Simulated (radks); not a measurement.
Atomic calculation, with input and output: Ti

System: the neutral titanium atom in the configuration [Ar] 3d2 4s2 (high spin).
Method: non-relativistic Kohn-Sham, B86b exchange with PBE correlation, spin-polarised, spherical densities, point nucleus (the in-house radial solver radks).

## Results in brief

- outcome: converged
- total energy: −849.345523 hartree
- kinetic energy: 848.572961 hartree
- electron–nucleus energy: −2011.5791 hartree
- Hartree energy: 355.607065 hartree
- exchange–correlation energy: −41.946441 hartree
- radius at density 0.001 e/bohr³: 4.85 bohr
- SCF iterations: 14
- hardware: 1 CPU thread, shared host

## Input
```
Z 22
configuration [Ar] 3d2 4s2
relativity non-relativistic
functional b86_mgc,pbe
spin polarised
nucleus point
```

Energies in input and log are in hartree, lengths in bohr.

## Output
```
1s      1   1.0000        -177.78087167
2s      1   1.0000         -19.51571269
2p      1   3.0000         -16.29788239
3s      1   1.0000          -2.29544415
3p      1   3.0000          -1.44928876
3d      1   2.0000          -0.18378039
4s      1   1.0000          -0.17049991
1s      2   1.0000        -177.78121993
2s      2   1.0000         -19.49563487
2p      2   3.0000         -16.28255480
3s      2   1.0000          -2.23104912
3p      2   3.0000          -1.38560246
3d      2   0.0000          -0.12915581
4s      2   1.0000          -0.15295337
Etot -849.3455225709819
Ekin 848.5729609867187
Encl -2011.5791082793678
Eh 355.6070654700667
Exc -41.946440748399525
err 1.0732145212685842e-09
it 14
```

## Orbitals

| orbital | occupation | energy (eV) | ⟨r⟩ (bohr) | outer maximum (bohr) |
| --- | --- | --- | --- | --- |
| 1s down | 1 | −4837.7 | 0.07016 | 0.0461 |
| 1s up | 1 | −4837.7 | 0.07016 | 0.0461 |
| 2s up | 1 | −531.050 | 0.3277 | 0.271 |
| 2s down | 1 | −530.503 | 0.3274 | 0.271 |
| 2p up | 3 | −443.488 | 0.2910 | 0.221 |
| 2p down | 3 | −443.071 | 0.2907 | 0.220 |
| 3s up | 1 | −62.462 | 1.014 | 0.876 |
| 3s down | 1 | −60.710 | 1.015 | 0.875 |
| 3p up | 3 | −39.437 | 1.088 | 0.904 |
| 3p down | 3 | −37.704 | 1.090 | 0.904 |
| 3d up | 2 | −5.001 | 1.568 | 0.976 |
| 4s up | 1 | −4.640 | 3.478 | 2.90 |
| 4s down | 1 | −4.162 | 3.623 | 3.01 |
| 3d down | 0 | −3.515 | 1.680 | 0.981 |

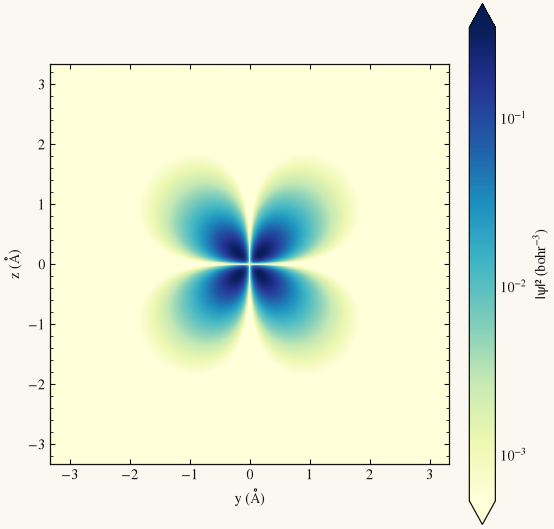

*The 3d(yz) orbital of down spin. In the yz plane through the nucleus, the colour gives |ψ|² on a logarithmic scale. (1 bohr = 0.529 Å.) The radial function comes from the spherical calculation and is multiplied by a real spherical harmonic; the overall sign is chosen so that the largest lobe of P(r) is positive.*

It has the nodal planes xy and xz and no radial node. The maximum of P² lies at 0.981 bohr, ⟨r⟩ = 1.68 bohr, 90 % of the charge lies within 3.06 bohr, and the eigenvalue is −3.51 eV (the orbital is empty).

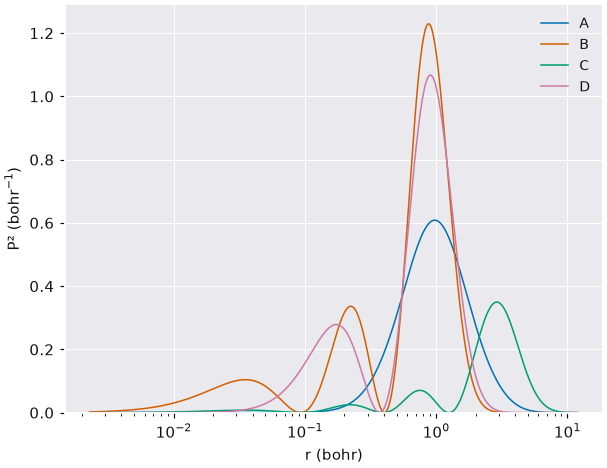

*The radial probability densities P² of 3s up, 3p up, 4s up and 3d up.*

A is 3d up; B is 3s up; C is 4s up; D is 3p up. 3s up: outer maximum at 0.876 bohr, ⟨r⟩ = 1.01 bohr, 2 nodes, eigenvalue −62.5 eV; 3p up: outer maximum at 0.904 bohr, ⟨r⟩ = 1.09 bohr, 1 node, eigenvalue −39.4 eV; 3d up: outer maximum at 0.976 bohr, ⟨r⟩ = 1.57 bohr, 0 nodes, eigenvalue −5.00 eV; 4s up: outer maximum at 2.90 bohr, ⟨r⟩ = 3.48 bohr, 3 nodes, eigenvalue −4.64 eV.

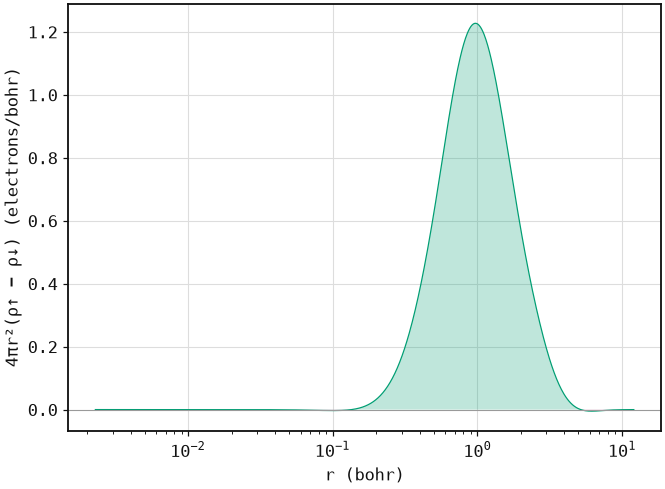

*The radial spin density.*

The curve integrates to 2 unpaired electrons, held by 3d (+2). Its largest value, 1.23 electrons/bohr, lies near r = 0.98 bohr. Regions of the opposite sign hold 0.013 electrons in all, from the polarisation of filled shells. At the nucleus the spin density is 0.00288 bohr⁻³.
